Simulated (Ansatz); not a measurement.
## Geometry relaxation, with input and output: CH$_{7}$BrSi (part 1 of 2)

CH$_{7}$BrSi, computed with RKS PBE0-D4/def2-TZVP (Ansatz 0.2.0).

The geometry is a transition state displaced along its imaginary mode. The reaction was set up to form Si1–H7 and Br2–H6 and to break Si1–Br2 and H6–H7 (atoms counted from 1 in the order of the input); sticks are drawn by distance alone. Figures and captions count atoms from 1; the log counts them from 0 in places.

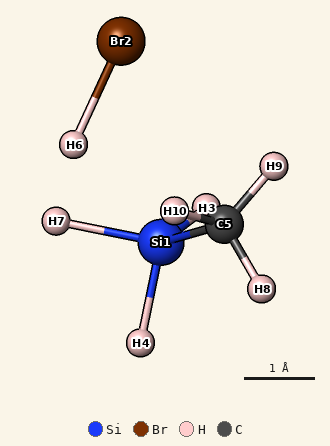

Fig. 1: The structure as given in the input (ball-and-stick view, seen at a tilt; atoms are numbered from 1 in the order of the input).

### Input
```yaml
crystal:
  periodic: [false, false, false]
  atoms:
    - {symbol: Si, position_ang: [-0.659139, 0.295263, -0.342696]}
    - {symbol: Br, position_ang: [1.397486, -1.364782, -1.618782]}
    - {symbol: H, position_ang: [-1.497332, -0.738821, -1.005984]}
    - {symbol: H, position_ang: [-1.482300, 1.496999, -0.106387]}
    - {symbol: C, position_ang: [0.203596, -0.167082, 1.255738]}
    - {symbol: H, position_ang: [0.746483, 0.128092, -1.575055]}
    - {symbol: H, position_ang: [0.160521, 1.069075, -1.378603]}
    - {symbol: H, position_ang: [-0.411580, 0.193459, 2.083615]}
    - {symbol: H, position_ang: [0.369605, -1.238920, 1.370726]}
    - {symbol: H, position_ang: [1.172660, 0.326718, 1.317328]}
basis:
  gaussian: {orbitals: def2-TZVP}
hamiltonian: {xc: pbe0, dispersion: d4}
relax: {f_tol: 0.005, max_steps: 200}
```

Hardware: 4 threads of Arm Neoverse V1, 23 GiB of memory available, shared host.

Launched with:
```bash
ansatz run in.yaml --threads 4 --pin off --events-out ev --progress --plain --max-ram 9574MiB
```

### Output
```
Functional definition: PBE0
  name "PBE0"
  cite "Adamo & Barone, J. Chem. Phys. 110, 6158 (1999) doi:10.1063/1.478522"
  cite "Perdew, Burke & Ernzerhof, Phys. Rev. Lett. 77, 3865 (1996) doi:10.1103/PhysRevLett.77.3865"
  parent pbe
  parameter a = 0.25
  parameter kappa = 0.804
  parameter beta = 0.06672455060314922
  exchange = (1 - a)*pbe_x(kappa = kappa, mu = beta*pi^2/3) + a*exact_x
  correlation = pbe_c(beta = beta)
1169 factors; their error is unknown
mean field evaluation 1: about -79056.8106 eV, gradient 4.6e1 eV
mean field evaluation 2: about -79055.0166 eV, gradient 4.9e1 eV
mean field evaluation 4: about -79061.5544 eV, gradient 8.8e-1 eV
mean field evaluation 8: about -79062.0196 eV, gradient 4.4e-1 eV
mean field evaluation 16: about -79062.0197 eV, gradient 1.5e-5 eV
mean field -79062.01973086 eV, -2905.4756349474 hartree, gradient 1.5e-5 eV, S^2 0.000000; 0 other end points of the search recorded, 0 dependent functions left out
the calculation of the forces begins
reference -79062.01976127 eV, -2905.4756360649 hartree; 31, 31 occupied and 127, 127 virtual orbitals, 1169 factors
relax step   1: F+E_penalty+E_count = -79062.18432662 eV  Δ(F+E_penalty+E_count) = +0.000e0 eV  max|allowed force component| = 1.125e0 eV/Å  Δτ_max = 0.0000 Å  (26 SCF iters, accepted)
these checks for a lower state are left out or cut short: starts, cluster_reference, orbital_swaps, neighbouring_geometries, increment
1169 factors; their error is unknown
mean field -79062.39074369 eV, -2905.4892694173 hartree, gradient 1.9e-5 eV, S^2 0.000000; 0 other end points of the search recorded, 0 dependent functions left out
[... from here on the field's lines of each further geometry are left out, up to the last ...]
relax step   2: F+E_penalty+E_count = -79062.55005749 eV  Δ(F+E_penalty+E_count) = -3.657e-1 eV  max|allowed force component| = 1.399e0 eV/Å  Δτ_max = 0.1944 Å  (27 SCF iters, accepted)
relax step   3: F+E_penalty+E_count = -79062.72657224 eV  Δ(F+E_penalty+E_count) = -1.765e-1 eV  max|allowed force component| = 1.859e0 eV/Å  Δτ_max = 0.1945 Å  (28 SCF iters, accepted)
relax step   4: F+E_penalty+E_count = -79062.95828692 eV  Δ(F+E_penalty+E_count) = -2.317e-1 eV  max|allowed force component| = 3.268e-1 eV/Å  Δτ_max = 0.1946 Å  (28 SCF iters, accepted)
relax step   5: F+E_penalty+E_count = -79063.02605856 eV  Δ(F+E_penalty+E_count) = -6.777e-2 eV  max|allowed force component| = 1.958e-1 eV/Å  Δτ_max = 0.2000 Å  (27 SCF iters, accepted)
relax step   6: F+E_penalty+E_count = -79063.02205497 eV  Δ(F+E_penalty+E_count) = +4.004e-3 eV  max|allowed force component| = 7.654e-1 eV/Å  Δτ_max = 0.1530 Å  (28 SCF iters, rejected (line search))
relax step   7: F+E_penalty+E_count = -79063.04123421 eV  Δ(F+E_penalty+E_count) = -1.518e-2 eV  max|allowed force component| = 1.584e-1 eV/Å  Δτ_max = 0.0765 Å  (28 SCF iters, accepted)
relax step   8: F+E_penalty+E_count = -79063.05476175 eV  Δ(F+E_penalty+E_count) = -1.353e-2 eV  max|allowed force component| = 1.737e-1 eV/Å  Δτ_max = 0.1000 Å  (27 SCF iters, accepted)
relax step   9: F+E_penalty+E_count = -79063.07100702 eV  Δ(F+E_penalty+E_count) = -1.625e-2 eV  max|allowed force component| = 1.392e-1 eV/Å  Δτ_max = 0.1500 Å  (27 SCF iters, accepted)
relax step  10: F+E_penalty+E_count = -79063.07814288 eV  Δ(F+E_penalty+E_count) = -7.136e-3 eV  max|allowed force component| = 9.438e-2 eV/Å  Δτ_max = 0.2000 Å  (33 SCF iters, accepted)
relax step  11: F+E_penalty+E_count = -79063.08271808 eV  Δ(F+E_penalty+E_count) = -4.575e-3 eV  max|allowed force component| = 2.927e-2 eV/Å  Δτ_max = 0.1063 Å  (27 SCF iters, accepted)
relax step  12: F+E_penalty+E_count = -79063.08300442 eV  Δ(F+E_penalty+E_count) = -2.863e-4 eV  max|allowed force component| = 1.048e-1 eV/Å  Δτ_max = 0.0716 Å  (29 SCF iters, accepted)
relax step  13: F+E_penalty+E_count = -79063.08346082 eV  Δ(F+E_penalty+E_count) = -4.564e-4 eV  max|allowed force component| = 2.193e-2 eV/Å  Δτ_max = 0.0281 Å  (29 SCF iters, accepted)
relax step  14: F+E_penalty+E_count = -79063.08333014 eV  Δ(F+E_penalty+E_count) = +1.307e-4 eV  max|allowed force component| = 5.154e-2 eV/Å  Δτ_max = 0.0154 Å  (29 SCF iters, rejected (line search))
relax step  15: F+E_penalty+E_count = -79063.08354477 eV  Δ(F+E_penalty+E_count) = -8.394e-5 eV  max|allowed force component| = 4.833e-3 eV/Å  Δτ_max = 0.0075 Å  (30 SCF iters, accepted)
relax step  16: F+E_penalty+E_count = -79063.08360255 eV  Δ(F+E_penalty+E_count) = -5.778e-5 eV  max|allowed force component| = 1.108e-2 eV/Å  Δτ_max = 0.0128 Å  (29 SCF iters, accepted)
relax step  17: F+E_penalty+E_count = -79063.08372271 eV  Δ(F+E_penalty+E_count) = -1.202e-4 eV  max|allowed force component| = 1.676e-2 eV/Å  Δτ_max = 0.0359 Å  (29 SCF iters, accepted)
relax step  18: F+E_penalty+E_count = -79063.08371249 eV  Δ(F+E_penalty+E_count) = +1.022e-5 eV  max|allowed force component| = 4.459e-2 eV/Å  Δτ_max = 0.1053 Å  (27 SCF iters, rejected (line search))
relax step  19: F+E_penalty+E_count = -79063.08390979 eV  Δ(F+E_penalty+E_count) = -1.871e-4 eV  max|allowed force component| = 1.236e-2 eV/Å  Δτ_max = 0.0509 Å  (28 SCF iters, accepted)
relax step  20: F+E_penalty+E_count = -79063.08383428 eV  Δ(F+E_penalty+E_count) = +7.550e-5 eV  max|allowed force component| = 4.547e-2 eV/Å  Δτ_max = 0.0819 Å  (28 SCF iters, rejected (line search))
relax step  21: F+E_penalty+E_count = -79063.08401689 eV  Δ(F+E_penalty+E_count) = -1.071e-4 eV  max|allowed force component| = 1.412e-2 eV/Å  Δτ_max = 0.0394 Å  (28 SCF iters, accepted)
relax step  22: F+E_penalty+E_count = -79063.08408422 eV  Δ(F+E_penalty+E_count) = -6.734e-5 eV  max|allowed force component| = 2.794e-2 eV/Å  Δτ_max = 0.0478 Å  (28 SCF iters, accepted)
relax step  23: F+E_penalty+E_count = -79063.08412871 eV  Δ(F+E_penalty+E_count) = -4.449e-5 eV  max|allowed force component| = 3.025e-2 eV/Å  Δτ_max = 0.0346 Å  (29 SCF iters, accepted)
relax step  24: F+E_penalty+E_count = -79063.08422012 eV  Δ(F+E_penalty+E_count) = -9.141e-5 eV  max|allowed force component| = 2.475e-2 eV/Å  Δτ_max = 0.0083 Å  (30 SCF iters, accepted)
relax step  25: F+E_penalty+E_count = -79063.08430284 eV  Δ(F+E_penalty+E_count) = -8.272e-5 eV  max|allowed force component| = 1.279e-2 eV/Å  Δτ_max = 0.0159 Å  (28 SCF iters, accepted)
relax step  26: F+E_penalty+E_count = -79063.08438868 eV  Δ(F+E_penalty+E_count) = -8.584e-5 eV  max|allowed force component| = 8.787e-3 eV/Å  Δτ_max = 0.0337 Å  (29 SCF iters, accepted)
relax step  27: F+E_penalty+E_count = -79063.08198129 eV  Δ(F+E_penalty+E_count) = +2.407e-3 eV  max|allowed force component| = 1.535e-1 eV/Å  Δτ_max = 0.1951 Å  (26 SCF iters, rejected (line search))
relax step  28: F+E_penalty+E_count = -79063.08452178 eV  Δ(F+E_penalty+E_count) = -1.331e-4 eV  max|allowed force component| = 7.532e-3 eV/Å  Δτ_max = 0.0544 Å  (27 SCF iters, accepted)
relax step  29: F+E_penalty+E_count = -79063.08444128 eV  Δ(F+E_penalty+E_count) = +8.050e-5 eV  max|allowed force component| = 5.436e-2 eV/Å  Δτ_max = 0.0975 Å  (28 SCF iters, rejected (line search))
relax step  30: F+E_penalty+E_count = -79063.08463699 eV  Δ(F+E_penalty+E_count) = -1.152e-4 eV  max|allowed force component| = 1.438e-2 eV/Å  Δτ_max = 0.0475 Å  (28 SCF iters, accepted)
relax step  31: F+E_penalty+E_count = -79063.08471673 eV  Δ(F+E_penalty+E_count) = -7.974e-5 eV  max|allowed force component| = 2.359e-2 eV/Å  Δτ_max = 0.0487 Å  (28 SCF iters, accepted)
relax step  32: F+E_penalty+E_count = -79063.08475792 eV  Δ(F+E_penalty+E_count) = -4.120e-5 eV  max|allowed force component| = 2.162e-2 eV/Å  Δτ_max = 0.0159 Å  (29 SCF iters, accepted)
relax step  33: F+E_penalty+E_count = -79063.08486327 eV  Δ(F+E_penalty+E_count) = -1.053e-4 eV  max|allowed force component| = 2.149e-2 eV/Å  Δτ_max = 0.0498 Å  (28 SCF iters, accepted)
relax step  34: F+E_penalty+E_count = -79063.08491841 eV  Δ(F+E_penalty+E_count) = -5.514e-5 eV  max|allowed force component| = 2.749e-2 eV/Å  Δτ_max = 0.0365 Å  (29 SCF iters, accepted)
relax step  35: F+E_penalty+E_count = -79063.08498500 eV  Δ(F+E_penalty+E_count) = -6.658e-5 eV  max|allowed force component| = 3.336e-2 eV/Å  Δτ_max = 0.0324 Å  (29 SCF iters, accepted)
relax step  36: F+E_penalty+E_count = -79063.08507165 eV  Δ(F+E_penalty+E_count) = -8.666e-5 eV  max|allowed force component| = 3.133e-2 eV/Å  Δτ_max = 0.0219 Å  (29 SCF iters, accepted)
relax step  37: F+E_penalty+E_count = -79063.08522583 eV  Δ(F+E_penalty+E_count) = -1.542e-4 eV  max|allowed force component| = 2.174e-2 eV/Å  Δτ_max = 0.0457 Å  (28 SCF iters, accepted)
relax step  38: F+E_penalty+E_count = -79063.08529822 eV  Δ(F+E_penalty+E_count) = -7.239e-5 eV  max|allowed force component| = 4.852e-2 eV/Å  Δτ_max = 0.0838 Å  (28 SCF iters, accepted)
relax step  39: F+E_penalty+E_count = -79063.08538079 eV  Δ(F+E_penalty+E_count) = -8.258e-5 eV  max|allowed force component| = 2.529e-2 eV/Å  Δτ_max = 0.0168 Å  (29 SCF iters, accepted)
relax step  40: F+E_penalty+E_count = -79063.08543759 eV  Δ(F+E_penalty+E_count) = -5.679e-5 eV  max|allowed force component| = 1.654e-2 eV/Å  Δτ_max = 0.0088 Å  (30 SCF iters, accepted)
relax step  41: F+E_penalty+E_count = -79063.08553460 eV  Δ(F+E_penalty+E_count) = -9.701e-5 eV  max|allowed force component| = 8.369e-3 eV/Å  Δτ_max = 0.0410 Å  (28 SCF iters, accepted)
relax step  42: F+E_penalty+E_count = -79063.08538634 eV  Δ(F+E_penalty+E_count) = +1.483e-4 eV  max|allowed force component| = 6.264e-2 eV/Å  Δτ_max = 0.1042 Å  (28 SCF iters, rejected (line search))
relax step  43: F+E_penalty+E_count = -79063.08559595 eV  Δ(F+E_penalty+E_count) = -6.135e-5 eV  max|allowed force component| = 1.678e-2 eV/Å  Δτ_max = 0.0515 Å  (28 SCF iters, accepted)
relax step  44: F+E_penalty+E_count = -79063.08561406 eV  Δ(F+E_penalty+E_count) = -1.811e-5 eV  max|allowed force component| = 2.419e-2 eV/Å  Δτ_max = 0.0394 Å  (28 SCF iters, accepted)
relax step  45: F+E_penalty+E_count = -79063.08564068 eV  Δ(F+E_penalty+E_count) = -2.662e-5 eV  max|allowed force component| = 1.239e-2 eV/Å  Δτ_max = 0.0049 Å  (30 SCF iters, accepted)
relax step  46: F+E_penalty+E_count = -79063.08565556 eV  Δ(F+E_penalty+E_count) = -1.488e-5 eV  max|allowed force component| = 3.424e-3 eV/Å  Δτ_max = 0.0088 Å  (30 SCF iters, accepted)
relax step  47: F+E_penalty+E_count = -79063.08566350 eV  Δ(F+E_penalty+E_count) = -7.940e-6 eV  max|allowed force component| = 2.123e-3 eV/Å  Δτ_max = 0.0166 Å  (29 SCF iters, accepted)
the calculation of the forces begins
reference -79062.95175574 eV, -2905.5098862301 hartree; 31, 31 occupied and 127, 127 virtual orbitals, 1169 factors
relax step  48: F+E_penalty+E_count = -79063.08566713 eV  Δ(F+E_penalty+E_count) = -3.626e-6 eV  max|allowed force component| = 4.653e-3 eV/Å  Δτ_max = 0.0193 Å  (29 SCF iters, accepted)
1169 factors; their error is unknown
mean field evaluation 352: about -79062.9517 eV, gradient 1.8e-3 eV
```

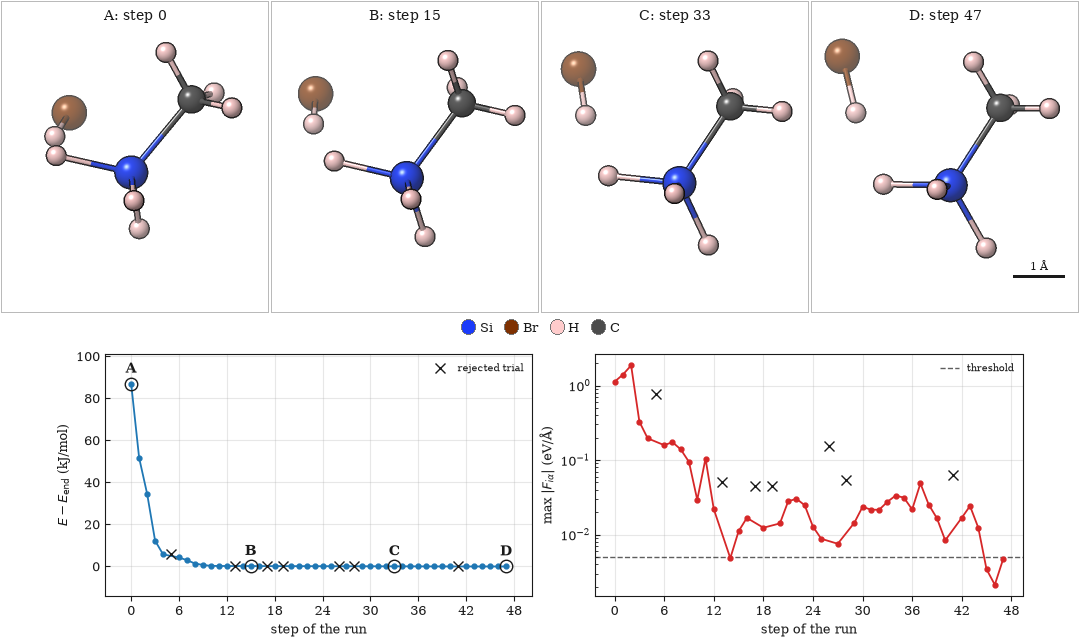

Fig. 2: Frames of the relaxation (ball-and-stick view, seen at a tilt) above the curves, on which the letters mark them (the first geometry is step 0 here and step 1 in the log).
